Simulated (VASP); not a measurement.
Band structure of GaS (space group R-3m). These are PBEsol GGA, VASP's PBE PAW potentials (set 64) (plane waves; VASP 6.6.1) values and carry that method's errors.

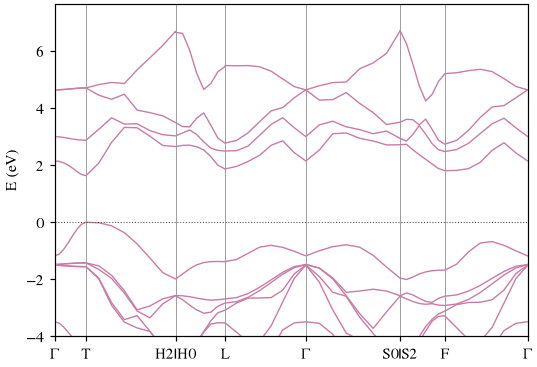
*Bands along high-symmetry lines, zero at the valence-band maximum or, without a gap, the Fermi level*

**Question.** Read the plot: is there a gap, and where are the band edges?

**Answer.** The gap is direct, 1.63 eV, from the valence maximum at T to the conduction minimum at T.

The structure comes from a computed database's GaS entry; how it stands against other phases isn't given here. The cell was not relaxed at this level.
